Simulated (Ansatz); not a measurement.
# VCuS3: relaxing a made-up structure, part 2 of 2

Starting from a made-up structure for VCuS3, the aim is the relaxed cell, its shortest contacts and, where a second run follows, its electronic structure.

Ansatz 0.2.0; DFT, PBEsol, plane-wave PAW, files of the set soft_1, scalar-relativistic, ferromagnetic start, cell and ions relaxed at zero pressure; PAW set soft_1 (the session's first sound run).

So far: The starting structure; Relaxation of the guess. The relaxed cell has a = 4.487 Å (conventional setting).

## 3. Bands of the relaxed cell

With the geometry fixed, one more self-consistent run, with a narrower smearing and the mesh shown in its input, gives the bands, and its pressure, and its forces where symmetry allows any, show how far the geometry depends on these settings.

This step: DFT, PBEsol, plane-wave PAW, files of the set soft_1, scalar-relativistic, no spin, bands and density of states at the relaxed cell; PAW set soft_1 (Ansatz 0.2.0).

The input, input.yaml:

```yaml
crystal:
  lattice:
    - [4.4869309767, 0.0, 0.0]
    - [0.0, 4.4869309767, 0.0]
    - [0.0, 0.0, 4.4869309767]
  atoms:
    - { symbol: Cu, position: [0.0, 0.0, 0.0] }
    - { symbol: V, position: [0.5, 0.5, 0.5] }
    - { symbol: S, position: [0.0, 0.5, 0.5] }
    - { symbol: S, position: [0.5, 0.0, 0.5] }
    - { symbol: S, position: [0.5, 0.5, 0.0] }
kpoints:
  mp_grid: { grid: [8, 8, 8] }
  band_path:
    path:
      - [[0.0, 0.0, 0.0], [0.0, 0.5, 0.0], [0.5, 0.5, 0.0], [0.0, 0.0, 0.0], [0.5, 0.5, 0.5], [0.0, 0.5, 0.0]]
      - [[0.5, 0.5, 0.0], [0.5, 0.5, 0.5]]
    npoints: 13
scf:
  occupations: { method: fermi_dirac, width: 0.03 }
  n_extra_bands: 9
hamiltonian:
  xc: pbesol
  pseudopotentials: { kind: paw, azcp: { folder: soft_1 }, xc_functional: pbe }
output:
  forces: true
  stress: true
  write_bands: true
  dos: { projected: true }
  write_density: true
  write_potential: true
  elf: true
  volumetric_format: npy
```

The run is started by

```
ansatz run input.yaml --threads 4 --pin off --max-ram 8192MiB --backend cpu --events-out ev --progress --plain --runs-dir out
```

Numbers of over 12 decimals in the logs are rounded to 6 here.

The log of the run:

```text
[...]
Crystal: 5 atoms, lattice volume = 90.333 Å³
Basis set: ecut = 420 eV, 1791 PW (Γ), exchange–correlation on 60×60×60 points (8 copies of the dense FFT grid, shifted against one another)
Bands: 34, of which v1, the nominal top of the filled ones, is band 25 counted from 1 (24 counted from 0)
Symmetry: 48 space group operations
[...]
k-points: 35 of 512
[...]
SCF iter   1: F=—  HF=-12131.011962 eV  |F-HF|=—  |Δ(HF+E_count)|=         —  Δρ=2.21e-1  dr2=6.98e1  ethr=3.10e-3  ⟨swp⟩=7.5  Hψ=5729  notcnv=0
[...]
SCF iter  11: F=-12128.077933 eV  HF=-12128.077933 eV  |F-HF|=1.91e-8  |Δ(HF+E_count)|=   3.40e-9  Δρ=4.48e-6  dr2=2.50e-8  ethr=1.72e-10  ⟨swp⟩=8.6  Hψ=6645  notcnv=0
SCF 1 converged in 11 iterations: F = -12128.077933 eV  dr2 = 2.50e-8
[...]
NSCF: frozen V_eff on 80 k-points
SCF converged after 11 iterations
Free energy (F): -12128.077933 eV
[...]
Internal energy: -12128.063509 eV  (E = F + TS)
E sigma→0 (E₀):  -12128.070721 eV
Entropy (-TS):   -0.014424 eV (-2.885 meV/atom)
Fermi energy:    8.423564 eV
[...]
--- Stress (GPa, compression-positive) ---
       -0.392268       0.000000       0.000000
       -0.000000      -0.392268       0.000000
        0.000000       0.000000      -0.392268
  P = ⅓ Tr σ = -0.3923 GPa (-3.923 kbar)
--- Band table (eV; the first three rows and the last of 35) ---
  k-point 0: bands = [... 21 lower, 7.0497, 7.5165, 7.5165, 7.5165, 7.9451, 7.9451, 7.9451, 8.0963, ... 5 higher]
  k-point 1: bands = [... 21 lower, 7.1056, 7.2964, 7.5035, 7.5878, 7.5878, 8.3522, 8.3522, 8.5561, ... 5 higher]
  k-point 2: bands = [... 21 lower, 6.9971, 7.4689, 7.5031, 7.8084, 7.8084, 8.9932, 8.9932, 9.0875, ... 5 higher]
  k-point 34: bands = [... 21 lower, 7.0104, 7.7492, 8.8213, 8.8213, 8.8213, 9.5236, 9.5236, 9.5236, ... 5 higher]
```

It took 3.1 s on 4 threads of Intel Xeon at 2.60GHz (Ice Lake), shared host; peak memory 0.52 GiB.

Numbers from this step:

```yaml
free_energy: -12128.0779 eV
energy_at_zero_smearing: -12128.0707 eV
smearing_term_ts: 0.01442 eV
fermi_energy: 8.424 eV
pressure: -0.3923 GPa
```

From bands.tsv, the bands that come nearest the Fermi level along the path, at its corners, in eV from the Fermi level:

```
point  band 22  band 23  band 24  band 25  band 26  band 27  band 28  band 29
    Γ    -1.37    -0.91    -0.91    -0.91    -0.48    -0.48    -0.48    -0.33
    X    -1.43    -1.02    -0.78    -0.36    -0.36     0.66     1.24     1.24
    M    -1.41    -1.20    -1.20     0.48     0.49     1.39     1.39     1.46
    Γ    -1.37    -0.91    -0.91    -0.91    -0.48    -0.48    -0.48    -0.33
    R    -1.41    -0.67     0.40     0.40     0.40     1.10     1.10     1.10
    X    -1.43    -1.02    -0.78    -0.36    -0.36     0.66     1.24     1.24
    M    -1.41    -1.20    -1.20     0.48     0.49     1.39     1.39     1.46
    R    -1.41    -0.67     0.40     0.40     0.40     1.10     1.10     1.10
```

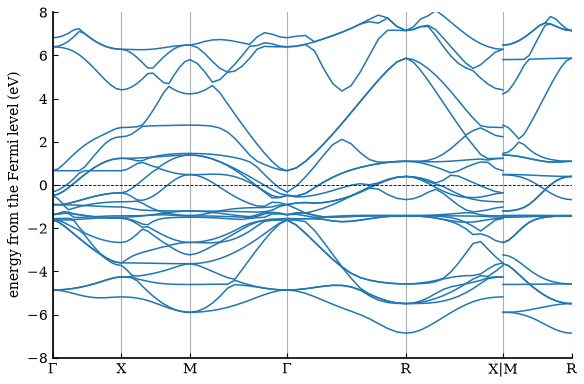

Bands along the path. 11 bands lie wholly below the window drawn.

Counts of states for the cell as run, both spins, by energy window (eV from the Fermi level):

```
from  to  total
  -8  -7   0.00
  -7  -6   0.28
  -6  -5   2.83
  -5  -4   5.34
  -4  -3   2.36
  -3  -2   2.52
  -2  -1  10.54
  -1   0   4.16
   0   1   4.70
   1   2   3.70
   2   3   1.84
   3   4   0.85
   4   5   1.26
   5   6   1.84
```

A further 22.0 states lie below the table's range.

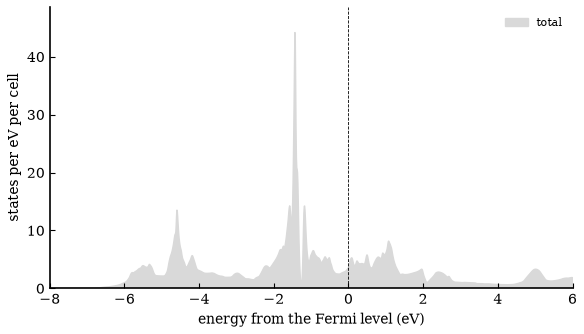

Total density of states, smoothed over about 0.04 eV.

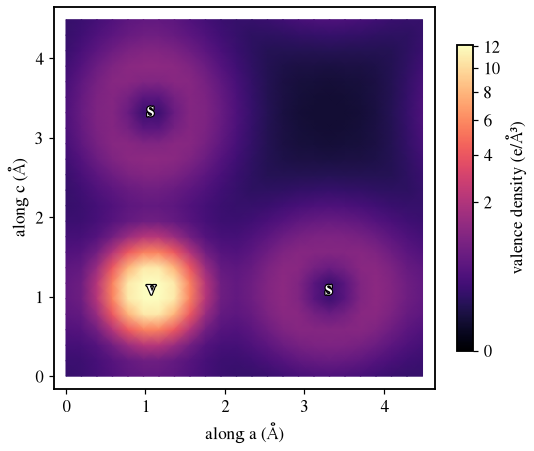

Valence density in the ac plane at fractional y = 0.500, with atoms of V and S within 0.2 Å of it. It is the smooth field of the valence electrons, not physical close to the nuclei. The map starts off the cell's origin, so that atoms lie inside it. The colour scale is stretched toward low values.

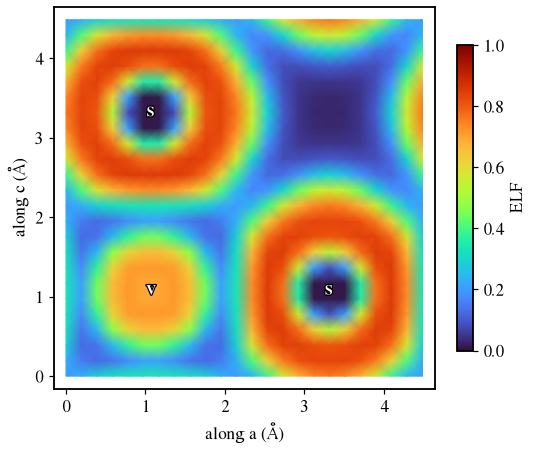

ELF in the ac plane at fractional y = 0.500, with atoms of V and S within 0.2 Å of it. It is the smooth field of the valence electrons, not physical close to the nuclei. The map starts off the cell's origin, so that atoms lie inside it.

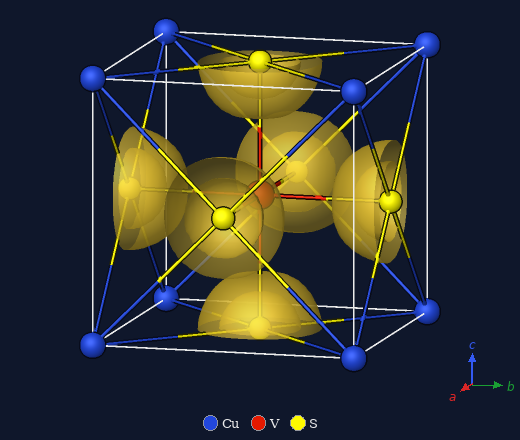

Surface of ELF = 0.79.

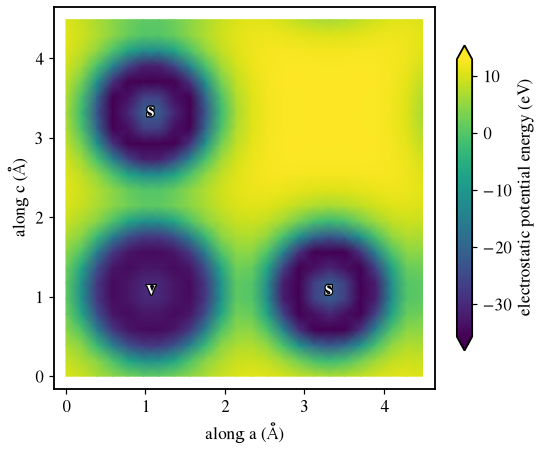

Electrostatic potential energy in the ac plane at fractional y = 0.500, with atoms of V and S within 0.2 Å of it. With pseudopotentials it is smooth inside the atoms' cores, unlike the true potential. The map starts off the cell's origin, so that atoms lie inside it.

## 4. Results

- space group, relaxed: Pm-3m
- conventional cell: a = 4.487, b = 4.487, c = 4.487 Å; α = 90.0°, β = 90.0°, γ = 90.0°
- volume per atom: 18.07 Å³ (guess 19.29)
- total moment: 0.00 μB in the cell of 5 atoms

VCuS3 relaxes to Pm-3m with a = 4.487, b = 4.487 and c = 4.487 Å. The guessed volume was 7 % too large. The space group Pm-3m was held in the relaxation, so the end point is a stationary structure within it and may be a saddle against distortions or other arrangements. The moments died out from this one start and weren't seeded again at the relaxed cell. Bands cross the Fermi level, so it is a metal or semimetal at this level. On the 8×8×8 mesh with the narrower smearing (relaxed on 6×6×6) the forces vanish, as symmetry may demand, and the largest stress component is 0.392 GPa, against the relaxation's thresholds of 0.015 eV/Å and 0.05 GPa. The cutoff wasn't tested. No dispersion term is used, so weakly bound directions may come out too long. Nothing here tests whether the compound is stable against decomposition.

[Logs are printed without paths, hosts, clocks, repeated set-up lines and the standing remarks that a program may print on its own settings, such as how far it seeks lower states.]

[Hosts, paths, dates, database ids (printed as entryN), source tags and the programs' standing remarks are cut or masked in the printed files.]
